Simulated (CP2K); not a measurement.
# CH2F3Si (SMILES [CH2][Si](F)(F)F) at PM3

What is the vertical electron affinity of CH2F3Si at PM3? 

Program for the calculation: CP2K 2026.2.

3 further runs of the same task are left out: 2 that didn't finish, 1 set aside as unsound or not needed.

### 1 The structure to begin with

The species is CH2F3Si (7 atoms), meant as a doublet with charge 0. SMILES: `[CH2][Si](F)(F)F`. The shape is that of a PBE0-D4/def2-TZVP optimisation.

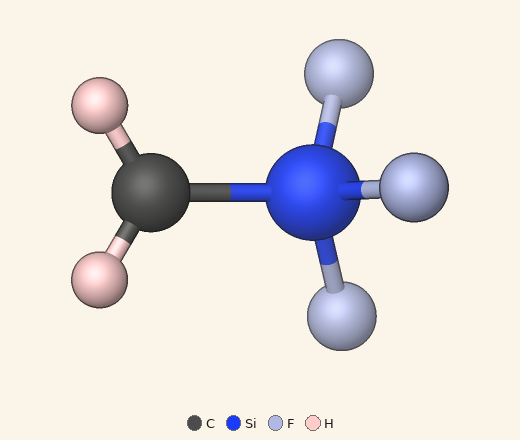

Viewed from a chosen angle; carbon dark grey, silicon blue, fluorine light blue, hydrogen pink.

### 2 Energy and forces at PM3

Input file molecule.pdb:

```
HETATM    1 C    MOL A   1      -0.692   0.402   0.764  1.00  0.00           C
HETATM    2 Si   MOL A   1       0.443  -0.261  -0.484  1.00  0.00          SI
HETATM    3 F    MOL A   1       0.009   0.178  -1.934  1.00  0.00           F
HETATM    4 F    MOL A   1       0.495  -1.838  -0.481  1.00  0.00           F
HETATM    5 F    MOL A   1       1.917   0.241  -0.237  1.00  0.00           F
HETATM    6 H    MOL A   1      -1.731   0.616   0.542  1.00  0.00           H
HETATM    7 H    MOL A   1      -0.380   0.593   1.784  1.00  0.00           H
END
```

Input file run.inp:

```
&FORCE_EVAL
  METHOD Quickstep
  &DFT
    CHARGE 0
    MULTIPLICITY 2
    SPIN_POLARIZED T
    &QS
      METHOD PM3
      EPS_DEFAULT 1.0E-10
      &SE
        &COULOMB
          CUTOFF [angstrom] 50
          RC_RANGE [angstrom] 0
        &END
        &EXCHANGE
          CUTOFF [angstrom] 50
          RC_RANGE [angstrom] 0
        &END
      &END
    &END
    &POISSON
      PERIODIC NONE
      POISSON_SOLVER ANALYTIC
    &END
    ! self-consistent field
    &SCF
      SCF_GUESS ATOMIC
      EPS_SCF 1.0E-06
      MAX_SCF 150
      ADDED_MOS 4
      &DIAGONALIZATION
        ALGORITHM STANDARD
      &END
      &MIXING
        METHOD DIRECT_P_MIXING
        ALPHA 0.4
      &END
    &END
    ! extra output
    &PRINT
      &MOMENTS
        PERIODIC F
        REFERENCE COM
        MAX_MOMENT 1
      &END
      &MO ON
        ENERGIES T
        OCCUPATION_NUMBERS T
        NDIGITS 6
        &EACH
          QS_SCF 0
        &END
        ADD_LAST NUMERIC
      &END
      &HIRSHFELD OFF
      &END
    &END
  &END
  ! atoms, cell and kinds
  &SUBSYS
    &CELL
      ABC [angstrom] 19.6 18.5 19.7
      PERIODIC NONE
    &END
    &TOPOLOGY
      COORD_FILE_NAME molecule.pdb
      COORD_FILE_FORMAT PDB
      CONN_FILE_FORMAT OFF
      &CENTER_COORDINATES
      &END
    &END
  &END
  &PRINT
    &FORCES ON
    &END
  &END
&END
&GLOBAL
  PROJECT run
  RUN_TYPE ENERGY_FORCE
  PRINT_LEVEL MEDIUM
&END
```

Launch:

```console
OMP_NUM_THREADS=1 cp2k.psmp -i run.inp > run.out 2>&1
```

Log:

```text
CP2K| version string:                                       CP2K version 2026.2
[...]
 GLOBAL| Method name                                                        CP2K
[...]
 GLOBAL| Run type                                                   ENERGY_FORCE
[...]
                             - Atoms:                                          7
[...]
                             - Spherical basis functions:                     22
[...]
 Number of electrons:                                                         16
[...]
     1 P_Mix/Diag. 0.40E+00    0.0     0.42832965       -52.6770914037 -5.27E+01
[...]
    16 DIIS/Diag.  0.22E-06    0.0     0.00000069       -56.8957244999 -1.85E-11
  *** SCF run converged in    16 steps ***
  Core-core repulsion energy [eV]:                           1979.33211041516870
  Core Hamiltonian energy [eV]:                             -2676.00869613977920
  Two-electron integral energy [eV]:                        -1703.06962687896726
  Electronic energy [eV]:                                   -3527.54350957926272
  Total energy [eV]:                                        -1548.21139916409425
  Atomic reference energy [eV]:                              1536.80316242513572
  Heat of formation [kcal/mol]:                              -263.08020984017594
[...]
 SE_DIPOLE| Moment [Debye]          0.99207299      -0.55533425      -1.08729237
 SE_DIPOLE| Derivative [a.u.]       0.00000000       0.00000000       0.00000000
 ENERGY| Total FORCE_EVAL ( QS ) energy [hartree]            -56.895724499918757
 FORCES| Atomic forces [hartree/bohr]
 FORCES|   Atom     x               y               z               |f|
 FORCES|      1 -2.17474917E-03 -6.72680717E-04  2.40629034E-03   3.31244117E-03
 FORCES|      2 -5.59025792E-03  2.72465386E-03  6.73045425E-03   9.16371850E-03
 FORCES|      3 -8.97524281E-04  2.46356438E-03 -9.23584685E-03   9.60081072E-03
 FORCES|      4  1.08750942E-04 -8.03504655E-03  9.22839875E-05   8.03631235E-03
 FORCES|      5  8.67934098E-03  2.76758512E-03 -2.65590435E-04   9.11378218E-03
 FORCES|      6  2.13978546E-03  3.29735536E-04  2.12974326E-03   3.03697443E-03
 FORCES|      7 -2.26534601E-03  4.22188373E-04 -1.85733455E-03   2.95968363E-03
 FORCES| Sum    -7.63278329E-16 -3.01841885E-16 -3.33066907E-16
 FORCES| Total atomic force                                       8.85796758E-16
[...]
```

Run time: 0.44 s. Hardware: 1 thread of Arm Neoverse N1, shared host; peak memory 0.14 GiB.

### 3 The singlet anion, same level

molecule.pdb is that of step 2.

Input file job.inp:

```
&GLOBAL
    PROJECT job
    RUN_TYPE ENERGY_FORCE
    PRINT_LEVEL MEDIUM
&END GLOBAL

&FORCE_EVAL
    METHOD Quickstep
    &DFT
        CHARGE -1
        ! Quickstep
        &QS
            METHOD PM3
            EPS_DEFAULT 1.0E-10
            &SE
                &COULOMB
                    CUTOFF [angstrom] 50
                    RC_RANGE [angstrom] 0
                &END COULOMB
                &EXCHANGE
                    CUTOFF [angstrom] 50
                    RC_RANGE [angstrom] 0
                &END EXCHANGE
            &END SE
        &END QS
        ! isolated system
        &POISSON
            PERIODIC NONE
            POISSON_SOLVER ANALYTIC
        &END POISSON
        ! SCF settings
        &SCF
            SCF_GUESS ATOMIC
            EPS_SCF 1.0E-06
            MAX_SCF 100
            &DIAGONALIZATION
                ALGORITHM STANDARD
            &END DIAGONALIZATION
            &MIXING
                METHOD DIRECT_P_MIXING
                ALPHA 0.4
            &END MIXING
        &END SCF
        ! extra output
        &PRINT
            &MOMENTS
                PERIODIC F
                REFERENCE COM
                MAX_MOMENT 1
            &END MOMENTS
            &MO ON
                ENERGIES T
                OCCUPATION_NUMBERS T
                NDIGITS 6
                &EACH
                    QS_SCF 0
                &END EACH
                ADD_LAST NUMERIC
            &END MO
            &HIRSHFELD OFF
            &END HIRSHFELD
        &END PRINT
    &END DFT
    &SUBSYS
        ! box in angstrom
        &CELL
            ABC 19.6 18.5 19.7
            PERIODIC NONE
        &END CELL
        &TOPOLOGY
            COORD_FILE_NAME molecule.pdb
            COORD_FILE_FORMAT PDB
            CONN_FILE_FORMAT OFF
            &CENTER_COORDINATES
            &END CENTER_COORDINATES
        &END TOPOLOGY
    &END SUBSYS
    &PRINT
        &FORCES ON
        &END FORCES
    &END PRINT
&END FORCE_EVAL
```

Launch:

```console
OMP_NUM_THREADS=1 cp2k.psmp -i job.inp > job.out 2>&1
```

Log:

```text
CP2K| version string:                                       CP2K version 2026.2
[...]
 GLOBAL| Method name                                                        CP2K
[...]
 GLOBAL| Run type                                                   ENERGY_FORCE
[...]
                             - Atoms:                                          7
[...]
                             - Spherical basis functions:                     22
[...]
 Number of electrons:                                                         32
[...]
     1 P_Mix/Diag. 0.40E+00    0.0     0.77802316       -53.0290242016 -5.30E+01
[...]
    18 DIIS/Diag.  0.92E-07    0.0     0.00000035       -56.9052344074 -6.68E-13
  *** SCF run converged in    18 steps ***
  Core-core repulsion energy [eV]:                           1979.33211041516870
  Core Hamiltonian energy [eV]:                             -2714.33236547246224
  Two-electron integral energy [eV]:                        -1626.93984370171097
  Electronic energy [eV]:                                   -3527.80228732331807
  Total energy [eV]:                                        -1548.47017690814937
  Atomic reference energy [eV]:                              1536.80316242513572
  Heat of formation [kcal/mol]:                              -269.04776685760004
[...]
 SE_DIPOLE| Moment [Debye]         -2.64312614       1.41587533       2.94005846
 SE_DIPOLE| Derivative [a.u.]       0.00000000       0.00000000       0.00000000
 ENERGY| Total FORCE_EVAL ( QS ) energy [hartree]            -56.905234407439508
 FORCES| Atomic forces [hartree/bohr]
 FORCES|   Atom     x               y               z               |f|
 FORCES|      1  1.64143508E-02 -9.71561319E-03 -1.81984040E-02   2.63629656E-02
 FORCES|      2 -5.92569498E-02  4.20899808E-02  6.43508344E-02   9.70771985E-02
 FORCES|      3 -2.10671473E-03 -3.36003165E-04 -2.82034256E-02   2.82839948E-02
 FORCES|      4  9.18668887E-03 -2.81721854E-02 -8.67077350E-03   3.08747404E-02
 FORCES|      5  2.82511164E-02  2.15456568E-04 -1.16342317E-03   2.82758829E-02
 FORCES|      6  8.22919255E-03 -2.12563579E-03  3.50269361E-05   8.49936259E-03
 FORCES|      7 -7.17684058E-04 -1.95599983E-03 -8.14983509E-03   8.41194494E-03
 FORCES| Sum    -7.35522754E-16  5.41233725E-16  1.52655666E-16
 FORCES| Total atomic force                                       9.25867927E-16
[...]
```

Wall time 0.4 s (1 thread of Arm Neoverse N1, shared host); peak memory 0.14 GiB.

### 4 Outcome

At PM3:

| quantity | value |
| --- | --- |
| doublet CH2F3Si: total energy | -56.89572 Eh |
| doublet CH2F3Si: dipole moment | 1.57 D |
| doublet CH2F3Si: HOMO energy (highest over α and β) | -10.30 eV |
| doublet CH2F3Si: LUMO energy (lowest over α and β) | 0.11 eV |
| doublet CH2F3Si: heat of formation | -263.1 kcal/mol |
| doublet CH2F3Si: largest force on an atom | 0.494 eV/Å |
| singlet anion: total energy | -56.90523 Eh |
| singlet anion: HOMO energy | -0.93 eV |
| singlet anion: heat of formation at this unrelaxed shape | -269.0 kcal/mol |
| singlet anion: largest force on an atom | 4.992 eV/Å |
| vertical electron affinity (to the singlet anion) | 0.259 eV |

**Reading.** At fixed nuclei the extra electron is bound by 0.26 eV (6.0 kcal/mol). The largest force (doublet CH2F3Si) is 0.49 eV/Å: the shape isn't a stationary point for this species at this level. A minimal valence basis can't be trusted even for the sign of an electron affinity.
